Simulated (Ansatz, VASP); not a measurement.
# Sn: VASP beside Ansatz

One calculation is typed for both programs; each brings its own data sets and cutoff. How far apart do they land?

Program: Ansatz 0.2.0. Level of theory: plane waves, with VASP 6.6.1 beside it; relaxation of cell and atoms at PBE with D3(BJ). Results are calculated unless marked as measured.

The database entry behind the starting cell differs from later determinations by our own check (about 0.15 % long, nanocrystals), so it need not match the best structure at ambient conditions.

## (1) The structure

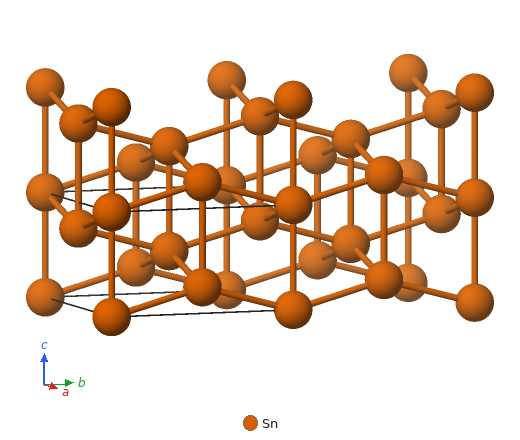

The cell as given, slightly off an axis (tin orange). 1×2×2 cells are drawn. This picture shows the conventional cell, with its axes. Some periodic images of atoms are drawn too.

## (2) VASP: relaxation of cell and atoms, PBE with D3(BJ)

The relaxed volume is the usual yardstick between codes: its relative difference is about their pressure difference at one cell divided by the bulk modulus.

Lines of VASP's logs that name or quote its potential files are left out, and so is its time.

INCAR reads:

```
SYSTEM = Sn
PREC = Accurate
ENCUT = 520
EDIFF = 1E-06
NELM = 100
ISMEAR = -1
SIGMA = 0.05
LREAL = .FALSE.
ALGO = Normal
GGA = PE
IVDW = 12
NBANDS = 20
LORBIT = 11
LWAVE = .FALSE.
LCHARG = .FALSE.
KPAR = 2
IBRION = 2
NSW = 60
ISIF = 3
EDIFFG = -0.01
```

POSCAR reads:

```
Sn
1.0
   -2.9196440750      2.9196440750      1.5938000000
    2.9196440750     -2.9196440750      1.5938000000
    2.9196440750      2.9196440750     -1.5938000000
Sn
2
Direct
    0.0000000000      0.0000000000      0.0000000000
    0.7500000000      0.2500000000      0.5000000000
```

KPOINTS reads:

```
Automatic mesh
0
Gamma
8 8 8
0 0 0
```

Potentials, in the order of the species: Sn_d (PBE family, release 64).

Launch:

```sh
$ mpirun -np 2 vasp_std
```

Numbers of over 12 decimals in the logs are rounded to 6 here.

The program printed:

```text
[banner, memory and clock lines left out]
running    2 mpi-ranks, on    1 nodes
 distrk:  each k-point on    1 cores,    2 groups
 distr:  one band on    1 cores,    1 groups

 POSCAR found type information on POSCAR Sn
 POSCAR found :  1 types and       2 ions
 LDA part: xc-table for (Slater+PW92), standard interpolation
 POSCAR, INCAR and KPOINTS ok, starting setup
 FFT: planning ... GRIDC
 FFT: planning ... GRID_SOFT
 FFT: planning ... GRID
 WAVECAR not read
 entering main loop
       N       E                     dE             d eps       ncg     rms          rms(c)
DAV:   1     0.219324416150E+03    0.21932E+03   -0.14621E+04  2376   0.219E+03
DAV:   2     0.145292998001E+02   -0.20480E+03   -0.20125E+03  2372   0.460E+02
DAV:   3    -0.690650222017E+01   -0.21436E+02   -0.21205E+02  2672   0.139E+02
DAV:   4    -0.757602158856E+01   -0.66952E+00   -0.66851E+00  2720   0.268E+01
DAV:   5    -0.760311018131E+01   -0.27089E-01   -0.27088E-01  3280   0.511E+00    0.238E+00
DAV:   6    -0.758718750661E+01    0.15923E-01   -0.33154E-02  3168   0.262E+00    0.133E+00
DAV:   7    -0.758322796654E+01    0.39595E-02   -0.18872E-02  3212   0.201E+00    0.168E-01
DAV:   8    -0.758316747676E+01    0.60490E-04   -0.19248E-03  2896   0.597E-01    0.389E-02
DAV:   9    -0.758317389588E+01   -0.64191E-05   -0.59497E-05  3220   0.729E-02    0.136E-02
DAV:  10    -0.758317255625E+01    0.13396E-05   -0.79691E-06  3020   0.392E-02    0.113E-03
DAV:  11    -0.758317278412E+01   -0.22787E-06   -0.31631E-07  1652   0.787E-03
   1 F= -.83613966E+01 E0= -.83565683E+01  d E =-.836140E+01
[...]
2 F= -.83639901E+01 E0= -.83597211E+01  d E =-.259350E-02
[...]
3 F= -.83646444E+01 E0= -.83605141E+01  d E =-.324782E-02
[...]
4 F= -.83647143E+01 E0= -.83606013E+01  d E =-.331777E-02
 curvature:  -0.89 expect dE=-0.400E-04 dE for cont linesearch -0.984E-06
 ZBRENT: extrapolating
 opt :   1.8679  next Energy=    -8.364715 (dE=-0.332E-02)
 bond charge predicted
       N       E                     dE             d eps       ncg     rms          rms(c)
DAV:   1    -0.758757765567E+01   -0.47155E-04   -0.75565E-04  2736   0.224E-01    0.259E-02
DAV:   2    -0.758756015469E+01    0.17501E-04   -0.38617E-05  2860   0.987E-02    0.161E-02
DAV:   3    -0.758755012300E+01    0.10032E-04   -0.19654E-05  2840   0.680E-02    0.180E-03
DAV:   4    -0.758755035010E+01   -0.22710E-06   -0.45061E-06  2304   0.253E-02
   5 F= -.83647155E+01 E0= -.83606035E+01  d E =-.331891E-02
 curvature:  -1.02 expect dE=-0.685E-05 dE for cont linesearch -0.329E-08
 trial: gam= 0.00099 g(F)=  0.794E-49 g(S)=  0.669E-05 ort = 0.331E-05 (trialstep = 0.117E+01)
 search vector abs. value=  0.670E-05
 reached required accuracy - stopping structural energy minimisation
```

From OUTCAR (step 2):

```text
ion  position               nearest neighbor table
   1  0.000  0.000  0.000-   2 3.03   2 3.03   2 3.03   2 3.03
   2  0.750  0.250  0.500-   1 3.03   1 3.03   1 3.03   1 3.03

  LATTYP: Found a body centered tetragonal cell.
 ALAT       =     5.8392881500
 C/A-ratio  =     0.5458884573

 Subroutine GETGRP returns: Found 16 space group operations
 (whereof  8 operations were pure point group operations)

The static configuration has the point symmetry D_2d.
 The point group associated with its full space group is D_4h.

 Found     59 irreducible k-points:

   k-points           NKPTS =     59   k-points in BZ     NKDIM =     59   number of bands    NBANDS=     20

   dimension x,y,z NGX =    36 NGY =   36 NGZ =   36
   dimension x,y,z NGXF=    72 NGYF=   72 NGZF=   72

   ENCUT  =  520.0 eV  38.22 Ry    6.18 a.u.   8.23  8.23  8.23*2*pi/ulx,y,z

   NELECT =      28.0000    total number of electrons

 k-points in reciprocal lattice and weights: Automatic mesh
   0.00000000  0.00000000  0.00000000       0.002
   0.12500000  0.00000000  0.00000000       0.016
   0.25000000  0.00000000  0.00000000       0.016
   0.37500000  0.00000000 -0.00000000       0.016
   0.50000000  0.00000000  0.00000000       0.008
   0.12500000  0.12500000  0.00000000       0.016
   0.25000000  0.12500000 -0.00000000       0.031
   0.37500000  0.12500000  0.00000000       0.031
   0.50000000  0.12500000 -0.00000000       0.031
[...]
-0.37500000 -0.37500000  0.37500000       0.004
   0.50000000  0.50000000  0.50000000       0.002

 Edisp (eV)   -0.77718

 average (electrostatic) potential at core
       1 -99.0966       2 -99.0966

 E-fermi :   7.9057

 k-point     1 :       0.0000    0.0000    0.0000
  band No.  band energies     occupation
    ...
     10     -13.2130      2.00000
     11      -3.1710      2.00000
     12       4.5313      2.00000
     13       6.0538      2.00000
     14       6.0538      2.00000
     15      10.9987      0.00000
     16      14.3331      0.00000
     17      14.3331      0.00000
     18      14.4357      0.00000
     19      14.5293      0.00000
    ...

 k-point     2 :       0.1250    0.0000    0.0000
  band No.  band energies     occupation
    ...
     10     -13.2233      2.00000
     11      -2.8687      2.00000
     12       4.1328      2.00000
     13       6.0649      2.00000
     14       7.0099      2.00000
     15      11.5107      0.00000
     16      12.0735      0.00000
     17      12.5360      0.00000
     18      13.6105      0.00000
     19      14.0879      0.00000
    ...

 k-point     3 :       0.2500    0.0000    0.0000
  band No.  band energies     occupation
    ...
      9     -13.3470      2.00000
     10     -13.2471      2.00000
     11      -1.9651      2.00000
     12       3.8301      2.00000
     13       6.1890      2.00000
     14       8.3795      0.00015
     15       8.9751      0.00000
     16      10.0354      0.00000
     17      12.2472      0.00000
     18      12.3594      0.00000
    ...

 Edisp (eV)   -0.77717

  Total       0.00983     0.00983     0.00918     0.00000     0.00000     0.00000
  in kB       0.28925     0.28925     0.27014     0.00000     0.00000     0.00000
  external pressure =        0.28 kB  Pullay stress =        0.00 kB

  energy-cutoff  :      520.00
  volume of cell :       54.42
      direct lattice vectors                 reciprocal lattice vectors
    -2.901012097  2.901012097  1.616654195     0.000000000  0.172353642  0.309280736
     2.901012097 -2.901012097  1.616654195     0.172353642  0.000000000  0.309280736
     2.901012097  2.901012097 -1.616654195     0.172353642  0.172353642  0.000000000

 POSITION                                       TOTAL-FORCE (eV/Angst)
 -----------------------------------------------------------------------------------
      0.00000     -0.00000      0.00000         0.000000      0.000000     -0.000000
     -0.00000      2.90101      0.80833        -0.000000     -0.000000      0.000000
 -----------------------------------------------------------------------------------
    total drift:                               -0.000000      0.000000     -0.000000

  FREE ENERGIE OF THE ION-ELECTRON SYSTEM (eV)
  ---------------------------------------------------
  free  energy   TOTEN  =        -8.3647154890 eV

  energy  without entropy=       -8.3564915147  energy(sigma->0) =       -8.36060350

 reached required accuracy - stopping structural energy minimisation

 total charge
# of ion       s       p       d       tot
------------------------------------------
    1        1.235   1.016   9.975  12.226
    2        1.235   1.016   9.975  12.226
--------------------------------------------------
tot          2.469   2.033  19.951  24.453

[... 3 further parts left out ...]
```

CONTCAR:

```
Sn
   1.00000000000000
    -2.9010120968532300    2.9010120968532300    1.6166541949575703
     2.9010120968532300   -2.9010120968532300    1.6166541949575703
     2.9010120968532300    2.9010120968532300   -1.6166541949575703
  Sn
     2
Direct
     0.0000000000000000    0.0000000000000000    0.0000000000000000
     0.7500000000000000    0.2500000000000000    0.5000000000000000
```

## (3) Ansatz: relaxation of cell and atoms, PBE with D3(BJ)

Ansatz runs on its default PAW (the set named soft_2) files.

The same cell, functional, mesh and smearing now go to Ansatz, which takes its cutoff from its data sets.

input.yaml reads:

```yaml
crystal:
  lattice:
    - [-2.919644075, 2.919644075, 1.5938]
    - [2.919644075, -2.919644075, 1.5938]
    - [2.919644075, 2.919644075, -1.5938]
  atoms:
    - { symbol: Sn, position: [0.0, 0.0, 0.0] }
    - { symbol: Sn, position: [0.75, 0.25, 0.5] }
hamiltonian:
  xc: pbe
  pseudopotentials: { kind: paw }
  dispersion: d3bj
kpoints:
  mp_grid: { grid: [8, 8, 8] }
scf:
  occupations: { method: fermi_dirac, width: 0.05 }
relax:
  f_tol: 0.01
  max_steps: 60
  cell: { stress_tol: 0.05 }
output:
  forces: true
  stress: true
```

Launch:

```sh
$ ansatz run input.yaml --threads 4 --pin off --max-ram 9216MiB --backend cpu --events-out ev --progress --plain --runs-dir out
```

The program printed:

```text
Engine: ansatz 0.2.0, x86_64-unknown-linux-gnu
Pseudopotentials: kind: paw
Pseudopotential: Sn, paw, valence charge 14, recommended cutoff 420 eV (normal), Sn.paw.azcp
Functional definition: PBE
  parameter kappa = 0.804
  parameter beta = 0.066725
  exchange = pbe_x(kappa = kappa, mu = beta*pi^2/3)
  correlation = pbe_c(beta = beta)
Crystal: 2 atoms, lattice volume = 54.344 Å³
Basis set: ecut = 420 eV, 1093 PW (Γ), exchange–correlation on 60×60×60 points (8 copies of the dense FFT grid, shifted against one another)
Bands: 18, of which v1, the nominal top of the filled ones, is band 14 counted from 1 (13 counted from 0)
Symmetry: 16 space group operations
Space group: I41/amd (ITA 141), of the structure as read, at distance tolerance 3.8e-5 Å
k-points: 59 of 512
Non-local potential: Sn, projectors of the file, l = 0: 2, l = 1: 2, l = 2: 2, l = 3: 2
PAW form: soft (Blöchl's): semilocal exchange-correlation on the pseudo side does not see the compensation charge
PAW one-centre angular grid: Sn, 590 points (default); XC on 64 Gauss nodes
Initial density: superposition of atomic densities (neutral atoms: chi_scale 0, normalization atom), corrected by the library's trained network
Initial wavefunctions: pseudopotential atomic-orbital guess
Functional: x = pbe(κ = 0.804, μ = 0.219515), c = pbe(β = 0.066725)
SCF iter   1: F=—  HF=-12049.094411 eV  |F-HF|=—  |Δ(HF+E_count)|=         —  Δρ=1.19e-3  dr2=5.97e-4  ethr=1.77e-3  ⟨swp⟩=6.2  Hψ=5430  notcnv=0
preconditioner: auto → Kerker (q_TF=auto, 2.443 Å⁻¹)  [metal: Δε(μ)=0.016 eV  Ē_g=20.255 eV  σ=0.050 eV  W_gap=0.08  n_scr=16 (ndim 8)  ℏωp=26.7 eV  f_vac=0.000  D(μ)=1.13/eV (n_scr^D=4)]
SCF iter   2: F=—  HF=-12049.093366 eV  |F-HF|=—  |Δ(HF+E_count)|=   1.04e-3  Δρ=7.45e-4  dr2=2.89e-4  ethr=2.13e-6  ⟨swp⟩=2.0  Hψ=2342  notcnv=0
SCF iter   3: F=—  HF=-12049.093330 eV  |F-HF|=—  |Δ(HF+E_count)|=   3.64e-5  Δρ=3.89e-4  dr2=8.47e-5  ethr=1.03e-6  ⟨swp⟩=2.0  Hψ=1889  notcnv=0
SCF iter   4: F=—  HF=-12049.093334 eV  |F-HF|=—  |Δ(HF+E_count)|=   3.82e-6  Δρ=1.82e-4  dr2=1.50e-5  ethr=3.02e-7  ⟨swp⟩=2.6  Hψ=1892  notcnv=0
SCF iter   5: F=—  HF=-12049.093335 eV  |F-HF|=—  |Δ(HF+E_count)|=   1.79e-6  Δρ=1.04e-4  dr2=3.41e-6  ethr=5.34e-8  ⟨swp⟩=2.0  Hψ=1290  notcnv=0
SCF iter   6: F=—  HF=-12049.093334 eV  |F-HF|=—  |Δ(HF+E_count)|=   1.77e-6  Δρ=3.57e-5  dr2=4.27e-7  ethr=1.22e-8  ⟨swp⟩=2.1  Hψ=1710  notcnv=0
SCF iter   7: F=-12049.093333 eV  HF=-12049.093333 eV  |F-HF|=4.20e-8  |Δ(HF+E_count)|=   2.78e-7  Δρ=9.76e-6  dr2=3.10e-8  ethr=3.57e-10  ⟨swp⟩=3.2  Hψ=4461  notcnv=0
SCF 1 converged in 7 iterations: F = -12049.093333 eV  dr2 = 3.10e-8
  greatest PAW one-centre occupation: 0.991 electrons in one spin orbital (limit 2), on the Sn atom at site 1 (counted from 0), in its partial waves of l = 2
relax step   1: F+E_penalty+E_count = -12049.09333338 eV  Δ(F+E_penalty+E_count) = +0.000e0 eV  max|allowed force component| = 6.072e-18 eV/Å  Δτ_max = 0.0000 Å  P = +0.111 GPa  Ω = 54.344 Å³  (7 SCF iters, dr2 threshold 1.00e-7 eV, accepted)
[...]
relax step   2: F+E_penalty+E_count = -12049.09636709 eV  Δ(F+E_penalty+E_count) = -3.034e-3 eV  max|allowed force component| = 1.735e-18 eV/Å  Δτ_max = 0.0000 Å  P = -0.013 GPa  Ω = 54.492 Å³  energy of the carried Pulay correction = -3.058e-5 eV  (4 SCF iters, dr2 threshold 2.00e-7 eV, accepted)
[...]
relax step   3: F+E_penalty+E_count = -12049.09665839 eV  Δ(F+E_penalty+E_count) = -2.913e-4 eV  max|allowed force component| = 2.602e-18 eV/Å  Δτ_max = 0.0000 Å  P = +0.104 GPa  Ω = 54.410 Å³  energy of the carried Pulay correction = -1.381e-5 eV  (3 SCF iters, dr2 threshold 2.00e-7 eV, accepted)
[...]
relax step   4: F+E_penalty+E_count = -12049.09665709 eV  Δ(F+E_penalty+E_count) = +1.300e-6 eV  max|allowed force component| = 8.674e-19 eV/Å  Δτ_max = 0.0000 Å  P = -0.054 GPa  Ω = 54.567 Å³  energy of the carried Pulay correction = -4.616e-5 eV  (3 SCF iters, dr2 threshold 4.27e-8 eV, accepted)
[...]
relax step   5: F+E_penalty+E_count = -12049.09667949 eV  Δ(F+E_penalty+E_count) = -2.239e-5 eV  max|allowed force component| = 5.204e-18 eV/Å  Δτ_max = 0.0000 Å  P = +0.001 GPa  Ω = 54.509 Å³  energy of the carried Pulay correction = -3.416e-5 eV  (3 SCF iters, dr2 threshold 1.09e-8 eV, accepted)
[...]
relax step   6: F+E_penalty+E_count = -12049.09671767 eV  Δ(F+E_penalty+E_count) = -3.818e-5 eV  max|allowed force component| = 6.939e-18 eV/Å  Δτ_max = 0.0000 Å  P = +0.001 GPa  Ω = 54.509 Å³  stress off target by 2.41e-3 GPa  SCF on the basis re-selected at this cell (its energy is not comparable with the rows above)  (5 SCF iters)
basis re-selected at this cell: Δ(F+E_penalty+E_count) = -3.818e-5 eV, ΔP = +0.000 GPa vs the last step (what re-selecting the basis moved, of the pressure what is left beyond the Pulay correction that the steps carried, after the strain that the cell walked since its last selection, with what the two solves' SCF thresholds leave and, on support functions, any second-order correction that the steps lacked; it is no m [...]
SCF converged after 5 iterations
Free energy (F): -12049.096718 eV
Harris-Foulkes:  -12049.096718 eV  (|F-HF|=5.46e-12)
Internal energy: -12049.088521 eV  (E = F + TS)
E sigma→0 (E₀):  -12049.092619 eV
Entropy (-TS):   -0.008197 eV (-4.098 meV/atom)
Fermi energy:    10.642643 eV
--- Per-component energies (eV) ---
  E_band       = -165.686953
  E_kinetic    = 373.472198
  E_local      = -1706.176032  (includes V_loc(G=0)·N_el)
  E_nonlocal   = -64.710052
  E_hartree    = 1067.193931
  E_xc         = -765.305333
  E_vxc        = -192.348074  (∫ρ·V_xc dr)
  E_paw        = -8272.482910  (= ΣΔE_a)
  E_vpaw       = -710.312765  (= ΣTr[D̂ρ^β])
  E_aug_tail   = -0.000001  (compensation charges beyond the density's cutoff)
  E_ewald      = -2680.304149
  E_disp       = -0.776174  (pairwise vdW)
  E_smearing   = -0.008197  (= −TS)
  E_closure    = 0.000000  (closes the sum)
  Σ components = -12049.096718   (vs F -12049.096718, Δ=0.00e0)
--- Forces (eV/Å), atoms counted from 1 ---
  atom   1  Sn    -0.00000000     0.00000000    -0.00000000
  atom   2  Sn     0.00000000     0.00000000     0.00000000
  max |Σ_I F_I| component: 6.94e-18 eV/Å
--- Stress (GPa, compression-positive) ---
        0.000832       0.000000       0.000000
        0.000000       0.000832      -0.000000
        0.000000       0.000000       0.002407
  P = ⅓ Tr σ = 0.0014 GPa (0.014 kbar)
--- Relaxed structure (5 steps of the walk, 5 accepted, 1 SCFs on fresh bases) ---
  F+E_penalty+E_count = -12049.09671767 eV   max|allowed force component| = 6.939e-18 eV/Å   (the final SCF, on the basis selected at the relaxed cell)
  cell:  # Å, volume = 54.5089 Å³
    - [-2.902472, 2.902472, 1.617602]
    - [2.902472, -2.902472, 1.617602]
    - [2.902472, 2.902472, -1.617602]
  atoms:
    - { symbol: Sn, position: [0, 0, 0] }
    - { symbol: Sn, position: [0.75, 0.250000, 0.5] }
```

It took 4.4 s on 4 threads of Intel Xeon Platinum 8488C (Sapphire Rapids), shared host; peak memory 0.43 GiB.

## (4) Side by side

Known differences besides the PAW data sets themselves: both relaxations stop at a tolerance, which leaves soft axes loose, and VASP keeps its plane-wave basis; the cutoff is 420 eV in Ansatz and 520 eV in VASP; VASP leaves aspherical gradient terms in its spheres out (LASPH is not set), Ansatz keeps them; Ansatz adds a Pulay correction to the stress that steers its cell, VASP none. Total energies have different zeros and are not compared.

Compared:

| quantity | Ansatz | VASP | difference |
| --- | --- | --- | --- |
| volume (Å³) | 54.51 | 54.42 | +0.16 % |
| edge a after relaxation, in the typed setting (Å) | 4.412 | 4.410 | +0.05 % |

The walks stopped with 0.00 GPa left in Ansatz and 0.03 GPa in VASP; each walk ends within a tolerance, so the volume difference is uncertain by about these residues over the bulk modulus, most in soft cells.

## (5) Results

- difference in volume (relaxation of cell and atoms, PBE with D3(BJ)): 0.16 %

The difference in volume is 0.16 % (relaxation of cell and atoms, PBE with D3(BJ)), within the 1.2 % picked in this series as the mark of a large difference, as far as the stopping tolerances let one tell. Differences of this kind measure data sets and numerical settings, not the functional's error against experiment.

[Lines on the potential files, build, host, timing and source positions are cut from VASP's logs without a mark.]

[Logs are printed without paths, hosts, clocks, repeated set-up lines and the standing remarks that a program may print on its own settings, such as how far it seeks lower states.]

[Hosts, paths, dates, database ids (printed as entryN), source tags and the programs' standing remarks are cut or masked in the printed files.]
